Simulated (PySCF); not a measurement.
**AlF4 (charge −1): single-point calculation**

- system: AlF4, charge −1, SMILES [F][Al-]([F])([F])[F]
- method: MP2/ANO-RCC-VDZP, RHF, sfX2C (PySCF 2.14.0)

The geometry comes from this level: PBE0-D4/def2-TZVPD.

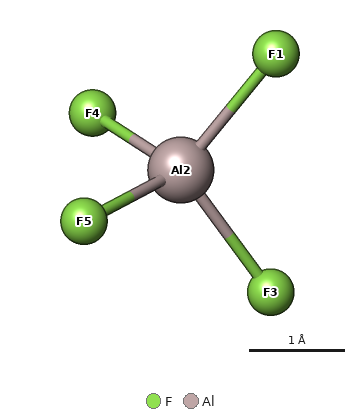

*The structure as given in the input (ball-and-stick view, seen at a tilt; atoms are numbered from 1 in the order of the input). Sticks mark near contacts.*

Bond lengths as drawn: Al–F 1.69 Å.

Key numbers:

```json
{"quantity": "outcome", "value": "converged"}
{"quantity": "total energy", "value": "−641.850320 hartree"}
{"quantity": "SCF energy", "value": "−640.996455 hartree"}
{"quantity": "correlation energy", "value": "−0.853865 hartree"}
{"quantity": "basis functions", "value": "74"}
{"quantity": "HOMO of the SCF reference", "value": "−11.27 eV"}
{"quantity": "LUMO of the SCF reference", "value": "9.36 eV"}
{"quantity": "hardware", "value": "1 thread of Arm Neoverse V1, 24 GiB of memory available, shared host"}
{"quantity": "wall time", "value": "11 s"}
{"quantity": "peak memory", "value": "0.19 GiB"}
```

The record of the run, not the program, notes: dipole of an ion depends on the origin.

Input (job.py):
```python
# [F][Al-]([F])([F])[F]
from pyscf import gto, scf, mp

system = gto.M(
    atom='''
F     -0.191807    -0.555579     3.136945
Al     0.000000     0.000000     0.000000
F     -2.537902     1.692817    -0.937682
F      0.065196    -2.777708    -1.570362
F      2.664325     1.640471    -0.628901
''',
    charge=-1,
    basis='ano-rcc-vdzp',
    verbose=3,
    unit='bohr',
    max_memory=1860,
)

mf = scf.RHF(system)
mf = mf.x2c()
mf.conv_tol = 1e-10
mf.kernel()
if not mf.converged:
    mf = mf.newton().run(mf.mo_coeff, mf.mo_occ)

pt = mp.MP2(mf, frozen=9).run()
energy = pt.e_tot
print('E(%s) = %.9f' % ('MP2', energy))
```

Run as:
```bash
OMP_NUM_THREADS=1 python job.py
```

What the program printed:
```
converged SCF energy = -640.996454971678
E(RMP2) = -641.850320141686  E_corr = -0.853865170008838
E(SCS-RMP2) = -641.806731304834  E_corr = -0.810276333156024
E(MP2) = -641.850320142
```

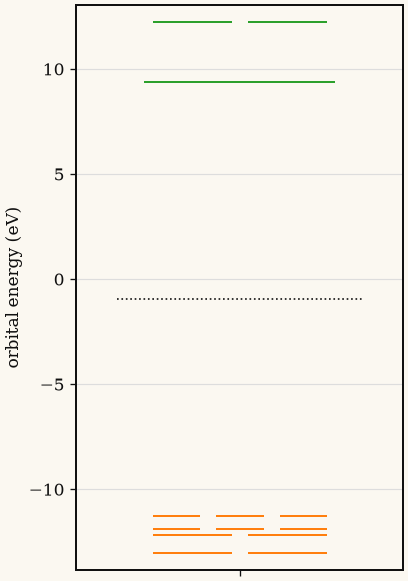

*Orbital energies near the frontier (SCF reference); the dotted line parts filled from empty levels, and levels within 0.02 eV of each other stand side by side.*

Highest filled −11.27 eV, lowest empty 9.36 eV, 20.63 eV apart.
